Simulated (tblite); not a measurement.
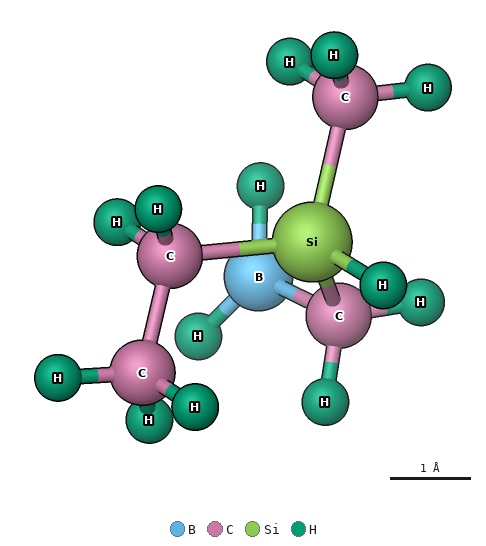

**Figure 1.** The structure as given in the input (ball-and-stick view, seen at a tilt). Bond lengths as drawn: B–C 1.59 Å, B–H 1.17 to 1.19 Å, C–C 1.52 Å, C–H 1.09 to 1.12 Å, C–Si 1.87 to 1.88 Å and H–Si 1.47 Å.

**C₄H₁₃BSi: geometry relaxation**

C₄H₁₃BSi, computed with GFN2-xTB geometry optimisation, gas phase (tblite 0.8.0).

Input file:
```
{"job": {"kind": "relax", "xc": "GFN2-xTB", "basis": "xTB"}, "charge": 0, "multiplicity": 1}
B     -1.441900    -1.766000     0.300800
C     -0.849400    -0.938000    -0.924900
Si    -0.115400     0.678900    -0.320400
C     -1.478700     1.779800     0.353300
C      1.178900     0.403700     1.004000
C      2.330600    -0.432100     0.461100
H     -1.014200    -2.823900     0.569300
H     -2.336800    -1.312900     0.939000
H     -1.640200    -0.742500    -1.654400
H     -0.050000    -1.540400    -1.397100
H      0.490300     1.365400    -1.470200
H     -1.932000     1.287200     1.255400
H     -2.263400     1.924000    -0.401900
H     -1.045100     2.752900     0.648200
H      0.712400    -0.099800     1.866300
H      1.559300     1.394200     1.342500
H      2.804800     0.070500    -0.408400
H      1.977900    -1.446200     0.167600
H      3.102900    -0.545400     1.262900
```

The first line tells a small driver script what to run in tblite; the rest is the geometry in Å.

Run on 1 CPU thread, shared host.

Run as:
```bash
OMP_NUM_THREADS=1 python <driver script> task.json out
```

Output:
```
step      E/eV     max force
  0    -493.00937    1.707
  1    -493.12553    0.721
  2    -493.17006    0.291
  3    -493.18342    0.261
  4    -493.19674    0.222
  5    -493.20281    0.222
  6    -493.20970    0.186
  7    -493.21487    0.201
  8    -493.21932    0.179
  9    -493.22218    0.166
 10    -493.22452    0.127
 11    -493.22682    0.128
 12    -493.22935    0.142
 13    -493.23181    0.148
 14    -493.23402    0.143
 15    -493.23634    0.119
 16    -493.23939    0.168
 17    -493.24294    0.194
 18    -493.24607    0.166
 19    -493.24833    0.145
 20    -493.25020    0.124
 21    -493.25258    0.138
 22    -493.25543    0.137
 23    -493.25805    0.114
 24    -493.25981    0.091
 25    -493.26120    0.084
 26    -493.26252    0.101
 27    -493.26367    0.105
 28    -493.26464    0.082
 29    -493.26543    0.062
 30    -493.26609    0.060
 31    -493.26664    0.070
 32    -493.26702    0.064
 33    -493.26735    0.041
 34    -493.26762    0.047
 35    -493.26791    0.050
 36    -493.26824    0.061
 37    -493.26862    0.067
 38    -493.26899    0.052
 39    -493.26931    0.040
 40    -493.26954    0.036
 41    -493.26971    0.040
 42    -493.26984    0.034
 43    -493.26997    0.031
 44    -493.27011    0.036
 45    -493.27027    0.038
 46    -493.27040    0.037
 47    -493.27049    0.028
 48    -493.27057    0.027
 49    -493.27067    0.035
 50    -493.27078    0.038
 51    -493.27090    0.033
 52    -493.27101    0.029
 53    -493.27114    0.034
 54    -493.27127    0.038
 55    -493.27138    0.029
 56    -493.27145    0.019
 57    -493.27148    0.018
 58    -493.27152    0.021
 59    -493.27157    0.024
 60    -493.27162    0.020
 61    -493.27167    0.018
 62    -493.27171    0.021
 63    -493.27175    0.020
 64    -493.27179    0.015
 65    -493.27181    0.010
```

Trajectory as extended XYZ (Å, eV, eV/Å), 6 of the 66 frames kept, from step=0 to step=65:
```
19
Properties=species:S:1:pos:R:3:forces:R:3 step=0 energy=-493.00937
B    -1.4419   -1.7660    0.3008   -0.1560   0.4820  -0.3910
C    -0.8494   -0.9380   -0.9249   -0.1760  -1.6440   0.4260
Si   -0.1154    0.6789   -0.3204   -0.1360   0.5460  -0.5270
C    -1.4787    1.7798    0.3533   -0.4790   0.1060   0.7600
C     1.1789    0.4037    1.0040    0.3000   0.3000   0.3810
C     2.3306   -0.4321    0.4611    0.6880  -0.3030   0.3930
H    -1.0142   -2.8239    0.5693    0.0230   0.1020   0.0790
H    -2.3368   -1.3129    0.9390    0.2700  -0.2250  -0.2550
H    -1.6402   -0.7425   -1.6544    0.2780   0.0570   0.0970
H    -0.0500   -1.5404   -1.3971   -0.4910   0.4040  -0.1110
H     0.4903    1.3654   -1.4702    0.1330   0.0600  -0.1620
H    -1.9320    1.2872    1.2554    0.3000   0.7090  -0.8460
H    -2.2634    1.9240   -0.4019    0.2850   0.1130   0.4920
H    -1.0451    2.7529    0.6482   -0.5650  -0.4900  -0.1150
H     0.7124   -0.0998    1.8663    0.3280   0.1930  -0.1660
H     1.5593    1.3942    1.3425   -0.1390  -0.6940  -0.0360
H     2.8048    0.0705   -0.4084   -0.3350  -0.4410   0.5560
H     1.9779   -1.4462    0.1676    0.3250   0.7820   0.1540
H     3.1029   -0.5454    1.2629   -0.4530  -0.0580  -0.7310
19
Properties=species:S:1:pos:R:3:forces:R:3 step=13 energy=-493.23181
B    -1.4368   -1.7865    0.2815   -0.0650   0.0000  -0.0190
C    -0.8560   -0.9976   -0.9167    0.0100   0.0330  -0.0100
Si   -0.1290    0.6945   -0.3354    0.0170  -0.0440  -0.0990
C    -1.5051    1.8093    0.3637    0.0120  -0.0400   0.0220
C     1.2057    0.4076    0.9984   -0.0400   0.0110  -0.0080
C     2.3657   -0.4391    0.4879    0.0370  -0.0140   0.0160
H    -0.9834   -2.8001    0.6449    0.1420  -0.0290   0.0290
H    -2.3648   -1.3652    0.8514   -0.1360   0.0190   0.0210
H    -1.6381   -0.7221   -1.6233   -0.0330   0.0230   0.0140
H    -0.1007   -1.5481   -1.4762    0.0270   0.0870   0.0060
H     0.4921    1.3418   -1.5147   -0.0330  -0.0120   0.0310
H    -1.9553    1.3482    1.2379   -0.0150   0.0300   0.0130
H    -2.2985    1.9771   -0.3583    0.0390  -0.0180  -0.0200
H    -1.1239    2.7813    0.6630    0.0100  -0.0220  -0.0110
H     0.7512   -0.0929    1.8560    0.0330   0.0050   0.0310
H     1.5907    1.3628    1.3618   -0.0030  -0.0290  -0.0210
H     2.8332    0.0332   -0.3724   -0.0010  -0.0010  -0.0310
H     2.0145   -1.4237    0.1913   -0.0090  -0.0090  -0.0250
H     3.1288   -0.5712    1.2521    0.0060   0.0090   0.0600
19
Properties=species:S:1:pos:R:3:forces:R:3 step=26 energy=-493.26252
B    -1.4534   -1.7913    0.2682   -0.0050  -0.0010   0.0280
C    -0.9172   -0.9696   -0.9268   -0.0390  -0.0890  -0.0030
Si   -0.1370    0.6808   -0.3223    0.0070  -0.0540   0.0850
C    -1.5010    1.8084    0.3743    0.0050   0.0180  -0.0170
C     1.2231    0.3920    0.9897    0.0380  -0.0160   0.0040
C     2.3938   -0.4596    0.5029   -0.0070   0.0100  -0.0110
H    -0.8189   -2.6467    0.7578    0.0440   0.0310  -0.0140
H    -2.5067   -1.5504    0.7211   -0.0230   0.0020  -0.0120
H    -1.7075   -0.6726   -1.6149    0.0140   0.0060  -0.0120
H    -0.1496   -1.4810   -1.5036    0.0070  -0.0290  -0.0140
H     0.4484    1.3183   -1.5194    0.0490   0.0420  -0.0070
H    -1.9846    1.3876    1.2502    0.0450  -0.0520   0.0100
H    -2.2719    1.9657   -0.3733   -0.0200   0.0400  -0.0020
H    -1.1080    2.7808    0.6520   -0.0010   0.0290   0.0010
H     0.7957   -0.0879    1.8732   -0.0470   0.0310  -0.0250
H     1.6100    1.3583    1.3197    0.0050  -0.0060   0.0170
H     2.8814    0.0094   -0.3485   -0.0180  -0.0110  -0.0230
H     2.0558   -1.4491    0.2038   -0.0320   0.0300  -0.0120
H     3.1377   -0.5840    1.2891   -0.0200   0.0180   0.0060
19
Properties=species:S:1:pos:R:3:forces:R:3 step=39 energy=-493.26931
B    -1.4500   -1.7873    0.2693    0.0010   0.0020   0.0400
C    -0.9255   -0.9761   -0.9369    0.0000  -0.0090   0.0130
Si   -0.1349    0.6749   -0.3295   -0.0140   0.0150  -0.0220
C    -1.4915    1.8082    0.3733    0.0090  -0.0010   0.0060
C     1.2150    0.3960    0.9913   -0.0070   0.0040   0.0050
C     2.3780   -0.4585    0.4996    0.0060  -0.0110  -0.0010
H    -0.7656   -2.5820    0.7940   -0.0080   0.0140   0.0040
H    -2.5274   -1.5973    0.6920    0.0230  -0.0070  -0.0120
H    -1.7138   -0.6808   -1.6277    0.0230   0.0010  -0.0200
H    -0.1581   -1.4985   -1.5051    0.0080   0.0240  -0.0190
H     0.4862    1.3254   -1.5063   -0.0200  -0.0190   0.0080
H    -1.9548    1.3697    1.2525   -0.0010   0.0030  -0.0040
H    -2.2756    1.9807   -0.3578    0.0150   0.0010   0.0140
H    -1.0904    2.7758    0.6593   -0.0100   0.0000  -0.0010
H     0.7811   -0.0787    1.8730   -0.0300  -0.0120   0.0040
H     1.6052    1.3593    1.3243   -0.0020   0.0210  -0.0060
H     2.8603    0.0049   -0.3578   -0.0030   0.0030  -0.0090
H     2.0282   -1.4435    0.2027   -0.0040  -0.0180  -0.0010
H     3.1238   -0.5830    1.2829    0.0150  -0.0120   0.0010
19
Properties=species:S:1:pos:R:3:forces:R:3 step=52 energy=-493.27101
B    -1.4352   -1.7810    0.2719    0.0060   0.0140   0.0020
C    -0.9176   -0.9790   -0.9431    0.0120   0.0190   0.0080
Si   -0.1407    0.6787   -0.3357    0.0240  -0.0090   0.0120
C    -1.4877    1.8127    0.3806   -0.0010  -0.0090  -0.0020
C     1.2040    0.3944    0.9896    0.0120  -0.0060  -0.0010
C     2.3643   -0.4658    0.4978    0.0010  -0.0020   0.0010
H    -0.7379   -2.5430    0.8256    0.0070  -0.0010  -0.0070
H    -2.5213   -1.6105    0.6770   -0.0060   0.0010  -0.0010
H    -1.7014   -0.6908   -1.6422    0.0140  -0.0250  -0.0040
H    -0.1369   -1.4889   -1.5053   -0.0150  -0.0010   0.0000
H     0.4781    1.3178   -1.5179   -0.0100   0.0120   0.0010
H    -1.9464    1.3675    1.2586   -0.0110   0.0050   0.0040
H    -2.2743    1.9898   -0.3456   -0.0090   0.0160   0.0060
H    -1.0842    2.7776    0.6721   -0.0050  -0.0030  -0.0080
H     0.7594   -0.0792    1.8675    0.0080  -0.0020  -0.0090
H     1.5972    1.3563    1.3251   -0.0030  -0.0070  -0.0070
H     2.8419   -0.0052   -0.3642   -0.0050  -0.0090  -0.0030
H     2.0116   -1.4519    0.2063   -0.0060   0.0050   0.0010
H     3.1171   -0.5904    1.2750   -0.0120   0.0030   0.0070
19
Properties=species:S:1:pos:R:3:forces:R:3 step=65 energy=-493.27181
B    -1.4234   -1.7735    0.2748    0.0020   0.0020  -0.0040
C    -0.9061   -0.9798   -0.9457    0.0010  -0.0010   0.0020
Si   -0.1450    0.6841   -0.3377   -0.0060   0.0060  -0.0050
C    -1.4927    1.8151    0.3845   -0.0020   0.0010   0.0030
C     1.2012    0.3928    0.9840   -0.0010   0.0010   0.0010
C     2.3564   -0.4749    0.4953    0.0030  -0.0050  -0.0010
H    -0.7202   -2.5233    0.8376    0.0000  -0.0040   0.0030
H    -2.5132   -1.6095    0.6726   -0.0010  -0.0010  -0.0010
H    -1.6867   -0.7086   -1.6546    0.0050   0.0020   0.0020
H    -0.1178   -1.4890   -1.4975   -0.0020   0.0010   0.0010
H     0.4615    1.3379   -1.5183    0.0020   0.0000   0.0010
H    -1.9530    1.3715    1.2626    0.0010  -0.0040  -0.0010
H    -2.2809    2.0012   -0.3381    0.0050  -0.0030  -0.0020
H    -1.0834    2.7772    0.6770   -0.0060   0.0010   0.0010
H     0.7538   -0.0809    1.8601    0.0000   0.0040   0.0070
H     1.5976    1.3523    1.3213    0.0080   0.0020  -0.0040
H     2.8366   -0.0238   -0.3700   -0.0050   0.0000  -0.0060
H     1.9975   -1.4608    0.2114   -0.0040  -0.0040  -0.0060
H     3.1078   -0.5987    1.2736   -0.0010   0.0000   0.0080
```

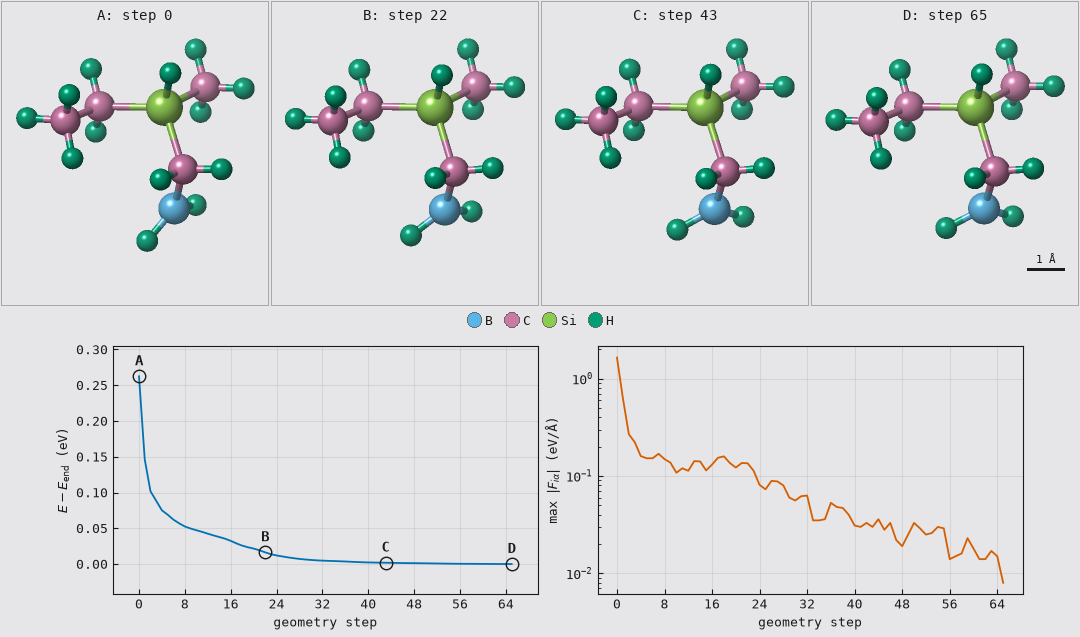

**Figure 2.** Frames of the relaxation (ball-and-stick view, seen at a tilt) above the curves, on which the letters mark them (steps are counted from 0).

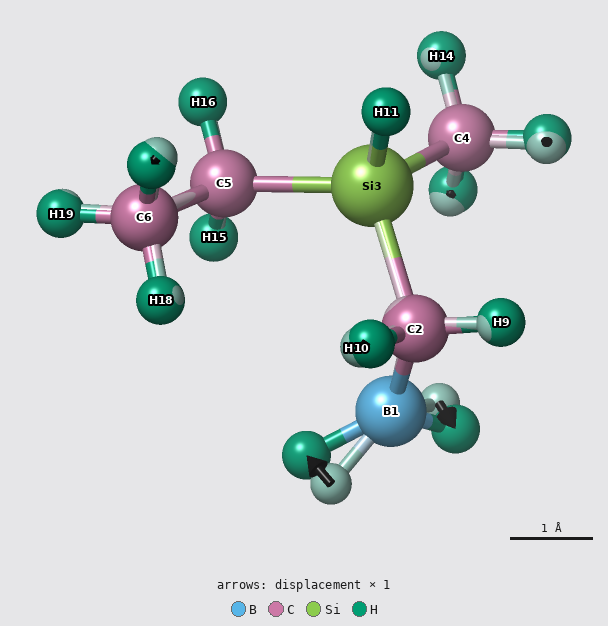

**Figure 3.** Start (faint) and end (solid) with the displacements as black arrows, at true length (ball-and-stick view, seen at a tilt). The two geometries are laid on each other by the best rigid fit. After 65 geometry steps the energy has fallen by 0.262 eV. Largest force component: 1.6 eV/Å at the start, 0.008 eV/Å at the end. The atom that moves furthest after the best rigid fit is H7 (0.50 Å). By element the largest moves are H 0.50 Å, C 0.07 Å, Si 0.03 Å, B 0.03 Å. Among the contacts that change: C2–Si3 1.876 → 1.928 Å, B1–C2 1.593 → 1.545 Å, C4–H12 1.123 → 1.086 Å, Si3–C5 1.872 → 1.909 Å. Among the angles that change: B1–C2–H10 108.3° → 113.7°, Si3–C2–H9 110.1° → 105.9°, B1–C2–H9 109.7° → 113.7°. (Atoms are counted from 1 in the order of the input.)

Key numbers:

```csv
quantity,value
outcome,converged
total energy,−493.2718 eV
wall time,0.72 s
peak memory,0.18 GiB
```
